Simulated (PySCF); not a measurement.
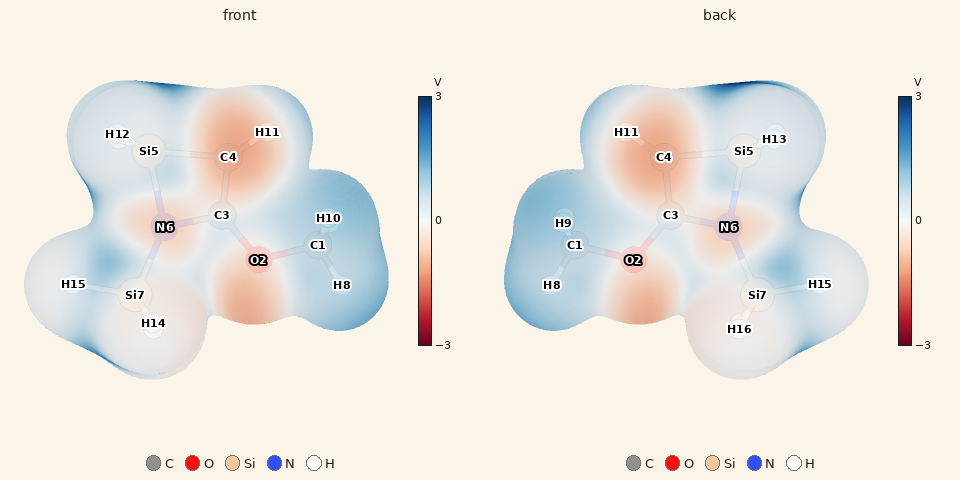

*C3H9NOSi2 (SMILES COC1=C[SiH2]N1[SiH3]). The electrostatic potential painted on the density surface at 0.004 e/bohr³, seen from the front and from behind; the colour scale runs from red (negative) to blue (positive).*

Geometry: GFN2-xTB, coordinate held.

Theory: PBE0/pcSseg-1, SCF density, gas phase, non-relativistic in PySCF.

```xyz
16

C     2.2830   -0.9489    0.5551
O     0.8785   -0.9525    0.4148
C     0.3420    0.1563   -0.1087
C     0.8518    1.3318   -0.5636
Si   -0.8805    1.8741   -0.9556
N    -1.0207    0.2162   -0.2560
Si   -2.1038   -1.0441    0.1822
H     2.5498   -1.9036    1.0051
H     2.7720   -0.8487   -0.4185
H     2.6081   -0.1296    1.2033
H     1.8705    1.6592   -0.6115
H    -1.5808    2.8162   -0.0904
H    -1.3683    1.8606   -2.3298
H    -2.0015   -1.3156    1.6198
H    -3.4166   -0.5044   -0.1693
H    -1.8055   -2.2612   -0.5794
```

### Describe the electrostatic potential map.

The most negative region (about −1.1 V) lies over the π face of C4, the most positive (about +2.8 V) over Si5.

### What dipole moment does the calculation give?

Its dipole moment is 1.50 D.
